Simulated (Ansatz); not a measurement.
Molecular dynamics of LiTa16 (part 5 of 5)

The same run, continued: LiTa16 (defect cell, 17 atoms in the cell); DFT PBE, scalar-relativistic, plane waves, PAW, no spin polarisation (Ansatz 0.2.0); cutoff 420 eV, 2×2×2 k-mesh, Fermi–Dirac smearing of 0.05 eV. It belongs to a series of runs on one base structure; here: dynamics from the last frame of the run before.

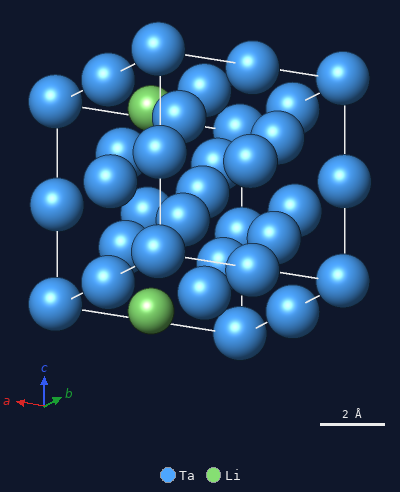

Fig. 1: The geometry at step 181 of the log (spheres-only view of the cell of the calculation, seen at an oblique angle).

## Trajectory as extended XYZ, continued
```
17
Lattice="6.6200 0.0000 0.0000 0.0000 6.6200 0.0000 0.0000 0.0000 6.6200" Properties=species:S:1:pos:R:3:forces:R:3 step=163 time_fs=163.0 energy=-159115.51368 temperature=940.0
Ta    0.1277    0.0962   -0.0134   -2.0455  -1.0182   0.4728
Ta    3.1724   -0.2924    0.0078   -0.6695  -0.3161   1.2860
Ta   -0.0208    3.2423   -0.0317   -0.0044   1.5053   0.3039
Ta    0.0152    0.0467    3.3188    0.7850  -1.3866  -1.1172
Ta    1.5906    1.7007    1.6276    1.9309  -0.9606  -0.2150
Ta    3.2889    3.4135    0.0444   -0.8713   0.0959  -0.0743
Ta    3.3648   -0.1368    3.4779   -0.9747   1.8719  -1.5679
Ta    5.0718    1.6948    1.6968   -0.8380  -0.3103   1.5436
Ta   -0.0571    3.3440    3.2240    1.7939   1.4576  -0.0802
Ta    1.6454    4.9314    1.6184   -1.2034   0.0685   1.4994
Ta    1.7359    1.5810    4.9556   -0.2808   1.0848  -0.0410
Ta    3.1663    3.2116    3.2980    1.6156   1.3055   0.3841
Ta    4.8614    5.0025    1.8033    0.7807  -0.5630  -1.4282
Ta    5.3352    1.7722    4.6639   -2.3156  -0.5862   0.5562
Ta    1.5291    5.0245    4.9914    0.9816  -1.8523  -0.4867
Ta    4.9298    5.0340    5.0536    1.1898  -0.9676  -0.7136
Li    4.2028    1.3610   -0.3140    0.1256   0.5716  -0.3219
17
Lattice="6.6200 0.0000 0.0000 0.0000 6.6200 0.0000 0.0000 0.0000 6.6200" Properties=species:S:1:pos:R:3:forces:R:3 step=167 time_fs=167.0 energy=-159115.62067 temperature=991.7
Ta    0.1250    0.0906   -0.0047   -2.0502  -0.9034   0.2951
Ta    3.1631   -0.2965    0.0126    0.0122   0.3437   0.9349
Ta   -0.0199    3.2425   -0.0416    0.0759   1.4662   0.4499
Ta    0.0123    0.0379    3.3168    0.6701  -1.1729  -1.0345
Ta    1.5902    1.6971    1.6326    1.9751  -0.8933  -0.2931
Ta    3.2782    3.4075    0.0409   -1.1447   0.8287   0.0189
Ta    3.3619   -0.1208    3.4849   -0.7270   1.5406  -1.6366
Ta    5.0805    1.6919    1.6940   -0.7465  -0.3429   1.9443
Ta   -0.0528    3.3495    3.2167    1.7579   1.3417  -0.0134
Ta    1.6421    4.9452    1.6211   -1.1430  -0.2288   1.5123
Ta    1.7408    1.5851    4.9405   -0.4743   0.9963   0.2353
Ta    3.1699    3.2082    3.3124    1.6157   1.4081   0.1411
Ta    4.8637    4.9935    1.7989    0.6532  -0.4148  -1.3311
Ta    5.3277    1.7818    4.6660   -2.2083  -0.9385   0.4990
Ta    1.5234    5.0241    4.9785    1.0984  -1.8105  -0.3162
Ta    4.9506    5.0248    5.0648    0.7978  -0.8062  -0.8135
Li    4.2041    1.4625   -0.2698   -0.1622  -0.4141  -0.5922
17
Lattice="6.6200 0.0000 0.0000 0.0000 6.6200 0.0000 0.0000 0.0000 6.6200" Properties=species:S:1:pos:R:3:forces:R:3 step=172 time_fs=172.0 energy=-159115.62525 temperature=994.1
Ta    0.1192    0.0825    0.0065   -2.0137  -0.7510   0.0685
Ta    3.1516   -0.3012    0.0198    0.6746   0.9615   0.5965
Ta   -0.0186    3.2445   -0.0533    0.1862   1.3779   0.6347
Ta    0.0095    0.0254    3.3131    0.5285  -0.8667  -0.9069
Ta    1.5921    1.6916    1.6385    1.9640  -0.8000  -0.3724
Ta    3.2633    3.4011    0.0366   -1.4972   1.7416   0.1198
Ta    3.3573   -0.0989    3.4918   -0.4178   1.1164  -1.7093
Ta    5.0905    1.6877    1.6930   -0.6819  -0.4129   2.2328
Ta   -0.0454    3.3580    3.2074    1.6704   1.1167   0.1018
Ta    1.6366    4.9622    1.6264   -1.0440  -0.5769   1.4822
Ta    1.7463    1.5914    4.9220   -0.7321   0.8642   0.5890
Ta    3.1764    3.2057    3.3306    1.6023   1.5128  -0.1583
Ta    4.8673    4.9818    1.7918    0.4998  -0.2360  -1.2084
Ta    5.3157    1.7928    4.6692   -1.9466  -1.2746   0.3478
Ta    1.5175    5.0215    4.9621    1.2243  -1.7101  -0.0817
Ta    4.9775    5.0123    5.0778    0.2906  -0.6156  -0.9298
Li    4.2006    1.5745   -0.2335   -0.3075  -1.4475  -0.8063
17
Lattice="6.6200 0.0000 0.0000 0.0000 6.6200 0.0000 0.0000 0.0000 6.6200" Properties=species:S:1:pos:R:3:forces:R:3 step=177 time_fs=177.0 energy=-159115.62968 temperature=996.4
Ta    0.1107    0.0735    0.0178   -1.9162  -0.5997  -0.1581
Ta    3.1409   -0.3047    0.0278    1.0364   1.2365   0.3702
Ta   -0.0171    3.2483   -0.0643    0.2687   1.2335   0.8165
Ta    0.0074    0.0118    3.3081    0.4191  -0.5294  -0.7589
Ta    1.5966    1.6849    1.6439    1.8849  -0.7002  -0.4357
Ta    3.2464    3.3969    0.0324   -1.6521   2.3493   0.2103
Ta    3.3522   -0.0756    3.4963   -0.1312   0.6952  -1.7560
Ta    5.0996    1.6830    1.6948   -0.7433  -0.4216   2.2105
Ta   -0.0357    3.3680    3.1983    1.5261   0.8055   0.2438
Ta    1.6298    4.9785    1.6336   -0.9059  -0.8679   1.3911
Ta    1.7508    1.5988    4.9043   -1.0052   0.7169   0.9315
Ta    3.1850    3.2051    3.3486    1.5720   1.5941  -0.4582
Ta    4.8716    4.9698    1.7831    0.3623  -0.0709  -1.0890
Ta    5.3011    1.8020    4.6729   -1.5547  -1.4679   0.1196
Ta    1.5133    5.0165    4.9456    1.3268  -1.5471   0.1698
Ta    5.0048    4.9989    5.0895   -0.2208  -0.4156  -1.0381
Li    4.1869    1.6374   -0.2244   -0.2667  -2.0107  -0.7692
17
Lattice="6.6200 0.0000 0.0000 0.0000 6.6200 0.0000 0.0000 0.0000 6.6200" Properties=species:S:1:pos:R:3:forces:R:3 step=181 time_fs=181.0 energy=-159115.71701 temperature=1038.6
Ta    0.1020    0.0656    0.0267   -1.7935  -0.4835  -0.3332
Ta    3.1333   -0.3063    0.0346    1.1006   1.1950   0.2595
Ta   -0.0156    3.2526   -0.0722    0.2934   1.0730   0.9582
Ta    0.0062    0.0004    3.3034    0.3616  -0.2490  -0.6296
Ta    1.6019    1.6789    1.6478    1.7828  -0.6137  -0.4838
Ta    3.2313    3.3958    0.0292   -1.4954   2.4394   0.2708
Ta    3.3480   -0.0562    3.4983    0.0681   0.3649  -1.7676
Ta    5.1061    1.6789    1.6985   -0.8793  -0.3469   2.0003
Ta   -0.0265    3.3767    3.1912    1.3674   0.5095   0.3702
Ta    1.6235    4.9907    1.6408   -0.7612  -1.0519   1.2738
Ta    1.7535    1.6054    4.8910   -1.2223   0.5976   1.1813
Ta    3.1934    3.2062    3.3625    1.5320   1.6495  -0.6961
Ta    4.8753    4.9601    1.7751    0.2636   0.0501  -0.9927
Ta    5.2879    1.8080    4.6760   -1.1582  -1.5160  -0.1094
Ta    1.5112    5.0111    4.9326    1.3882  -1.3707   0.3739
Ta    5.0264    4.9878    5.0980   -0.6236  -0.2344  -1.1210
Li    4.1692    1.6389   -0.2363   -0.2243  -2.0131  -0.5545
17
Lattice="6.6200 0.0000 0.0000 0.0000 6.6200 0.0000 0.0000 0.0000 6.6200" Properties=species:S:1:pos:R:3:forces:R:3 step=186 time_fs=186.0 energy=-159115.90295 temperature=1128.3
Ta    0.0891    0.0552    0.0374   -1.5913  -0.3431  -0.5376
Ta    3.1251   -0.3069    0.0433    0.9137   0.8085   0.2072
Ta   -0.0134    3.2592   -0.0810    0.2848   0.8189   1.1306
Ta    0.0050   -0.0142    3.2968    0.3164   0.1060  -0.4595
Ta    1.6108    1.6707    1.6521    1.6045  -0.4945  -0.5421
Ta    3.2108    3.3973    0.0256   -0.9553   2.0466   0.2972
Ta    3.3428   -0.0316    3.4987    0.2765  -0.0347  -1.7455
Ta    5.1132    1.6733    1.7053   -1.1053  -0.1725   1.5904
Ta   -0.0134    3.3883    3.1829    1.1253   0.1018   0.5296
Ta    1.6146    5.0046    1.6512   -0.5372  -1.2229   1.0755
Ta    1.7553    1.6144    4.8758   -1.4722   0.4584   1.4490
Ta    3.2057    3.2095    3.3791    1.4551   1.7095  -0.9861
Ta    4.8804    4.9481    1.7639    0.1537   0.1912  -0.8657
Ta    5.2700    1.8137    4.6797   -0.6138  -1.4482  -0.3844
Ta    1.5102    5.0027    4.9167    1.4395  -1.1038   0.6259
Ta    5.0527    4.9737    5.1071   -1.1079   0.0250  -1.2302
Li    4.1401    1.5798   -0.2675   -0.1865  -1.4462  -0.1544
17
Lattice="6.6200 0.0000 0.0000 0.0000 6.6200 0.0000 0.0000 0.0000 6.6200" Properties=species:S:1:pos:R:3:forces:R:3 step=191 time_fs=191.0 energy=-159116.02188 temperature=1185.7
Ta    0.0741    0.0444    0.0474   -1.3504  -0.2066  -0.7184
Ta    3.1182   -0.3065    0.0524    0.4608   0.0592   0.2604
Ta   -0.0108    3.2668   -0.0883    0.2725   0.5192   1.2936
Ta    0.0043   -0.0286    3.2896    0.2748   0.4555  -0.2825
Ta    1.6218    1.6619    1.6557    1.3663  -0.3626  -0.5868
Ta    3.1890    3.4014    0.0223   -0.2450   1.3309   0.2515
Ta    3.3380   -0.0070    3.4967    0.4479  -0.4143  -1.6843
Ta    5.1189    1.6675    1.7143   -1.3349   0.0315   1.1101
Ta    0.0013    3.4000    3.1752    0.8542  -0.3269   0.6721
Ta    1.6051    5.0170    1.6631   -0.2764  -1.3396   0.8253
Ta    1.7552    1.6240    4.8625   -1.6720   0.3330   1.6621
Ta    3.2199    3.2151    3.3944    1.3431   1.7481  -1.2641
Ta    4.8856    4.9363    1.7515    0.0663   0.3267  -0.7295
Ta    5.2513    1.8174    4.6828   -0.1200  -1.2570  -0.5235
Ta    1.5111    4.9928    4.9017    1.4708  -0.8042   0.8731
Ta    5.0775    4.9597    5.1146   -1.5549   0.3089  -1.3578
Li    4.1049    1.4717   -0.3041   -0.0030  -0.4018   0.1987
17
Lattice="6.6200 0.0000 0.0000 0.0000 6.6200 0.0000 0.0000 0.0000 6.6200" Properties=species:S:1:pos:R:3:forces:R:3 step=195 time_fs=195.0 energy=-159115.97423 temperature=1162.6
Ta    0.0607    0.0355    0.0547   -1.1448  -0.1047  -0.8413
Ta    3.1130   -0.3061    0.0599   -0.0362  -0.7180   0.3705
Ta   -0.0085    3.2735   -0.0929    0.2803   0.2638   1.4122
Ta    0.0040   -0.0397    3.2835    0.2291   0.7190  -0.1337
Ta    1.6319    1.6544    1.6580    1.1473  -0.2467  -0.6066
Ta    3.1712    3.4061    0.0200    0.2818   0.7427   0.1925
Ta    3.3345    0.0123    3.4935    0.5604  -0.7026  -1.6149
Ta    5.1221    1.6629    1.7226   -1.4902   0.1781   0.7260
Ta    0.0138    3.4090    3.1697    0.6293  -0.6681   0.7695
Ta    1.5972    5.0256    1.6733   -0.0543  -1.4100   0.5949
Ta    1.7535    1.6320    4.8535   -1.7702   0.2403   1.7928
Ta    3.2326    3.2213    3.4054    1.2257   1.7528  -1.4715
Ta    4.8899    4.9272    1.7409    0.0177   0.4317  -0.6123
Ta    5.2362    1.8192    4.6849    0.1952  -1.0562  -0.4975
Ta    1.5133    4.9841    4.8905    1.4800  -0.5505   1.0653
Ta    5.0959    4.9487    5.1193   -1.8758   0.5309  -1.4737
Li    4.0766    1.3735   -0.3293    0.3246   0.5976   0.3276
17
Lattice="6.6200 0.0000 0.0000 0.0000 6.6200 0.0000 0.0000 0.0000 6.6200" Properties=species:S:1:pos:R:3:forces:R:3 step=200 time_fs=200.0 energy=-159115.76152 temperature=1060.1
Ta    0.0427    0.0243    0.0629   -0.8857   0.0133  -0.9675
Ta    3.1065   -0.3065    0.0697   -0.6417  -1.6058   0.5154
Ta   -0.0053    3.2821   -0.0970    0.3021  -0.0582   1.5368
Ta    0.0039   -0.0527    3.2758    0.1545   1.0178   0.0694
Ta    1.6459    1.6448    1.6602    0.8690  -0.0866  -0.6119
Ta    3.1494    3.4127    0.0172    0.7837   0.1727   0.1452
Ta    3.3309    0.0355    3.4876    0.6643  -1.0417  -1.5105
Ta    5.1244    1.6573    1.7338   -1.6149   0.3170   0.3154
Ta    0.0302    3.4195    3.1638    0.3536  -1.0622   0.8741
Ta    1.5872    5.0346    1.6869    0.2296  -1.4912   0.2893
Ta    1.7493    1.6423    4.8443   -1.7957   0.1267   1.9060
Ta    3.2499    3.2311    3.4174    1.0400   1.7181  -1.6962
Ta    4.8952    4.9164    1.7270   -0.0245   0.5556  -0.4538
Ta    5.2176    1.8202    4.6869    0.5422  -0.8400  -0.4100
Ta    1.5178    4.9726    4.8779    1.4546  -0.2237   1.2830
Ta    5.1166    4.9356    5.1234   -2.2271   0.7737  -1.6168
Li    4.0525    1.2719   -0.3507    0.7960   1.7147   0.3321
```

This output came from the following input.

## Input file
```yaml
accuracy: low
crystal:
  lattice:
    - [6.62, 0.0, 0.0]
    - [0.0, 6.62, 0.0]
    - [0.0, 0.0, 6.62]
  atoms:
    - { symbol: Ta, position: [-0.02378829, -0.00698428, 0.00119083] }
    - { symbol: Ta, position: [0.46292074, -0.03768458, -0.00185659] }
    - { symbol: Ta, position: [-0.01176351, 0.47769018, -0.01156774] }
    - { symbol: Ta, position: [0.00857664, -0.00425955, 0.50561399] }
    - { symbol: Ta, position: [0.24305063, 0.26681618, 0.24728666] }
    - { symbol: Ta, position: [0.47506564, 0.54035487, 0.00404075] }
    - { symbol: Ta, position: [0.49184248, 0.01731416, 0.50663748] }
    - { symbol: Ta, position: [0.78643293, 0.24295971, 0.28622064] }
    - { symbol: Ta, position: [0.02245225, 0.48763443, 0.49886206] }
    - { symbol: Ta, position: [0.24528917, 0.75286042, 0.25067921] }
    - { symbol: Ta, position: [0.25496268, 0.25689236, 0.75158782] }
    - { symbol: Ta, position: [0.51979097, 0.51084894, 0.51694929] }
    - { symbol: Ta, position: [0.75580536, 0.73794407, 0.25613273] }
    - { symbol: Ta, position: [0.76208527, 0.23915611, 0.70421933] }
    - { symbol: Ta, position: [0.23996038, 0.75843962, 0.73796964] }
    - { symbol: Ta, position: [0.77350888, 0.75011982, 0.74602306] }
    - { symbol: Li, position: [0.61764383, 0.252525, 0.01721736] }
basis:
  ecutwfc: 420.0
kpoints:
  mp_grid: { grid: [2, 2, 2] }
hamiltonian:
  xc: pbe
scf:
  occupations: { method: fermi_dirac, width: 0.05 }
  lower_state_search: "off"
md:
  timestep: 1
  n_steps: 200
  ensemble: nve
  temperature: 1260.0
  initial_velocities: maxwell_boltzmann
  seed: 961931
```

Launched with:
```bash
ansatz run input.yaml --threads 2 --pin off --max-ram 5120MiB --backend cpu --events-out ev --progress --plain --runs-dir out
```

## Results in brief

```tsv
quantity	value
outcome	finished
mean temperature over the second half	967 K
trajectory	200 steps, 200 fs
ensemble	nve
temperature in the input	1260.0 K
time step	1 fs
electrons treated	211
potential energy (free energy of the electrons) (last step)	−159115.7615 eV
Fermi energy (last step)	18.919 eV
largest force (length of the vector) (last step)	2.859 eV/Å
hardware	2 threads of Intel Xeon @ 2.50GHz (Skylake/Cascade Lake), 16 GiB of memory available, shared host
wall time	19 min (CPU time 36 min)
peak memory	1.1 GiB
```

The input asks for low accuracy. Spin–orbit coupling is left out, which matters for Ta. So short a trajectory is not equilibrated.
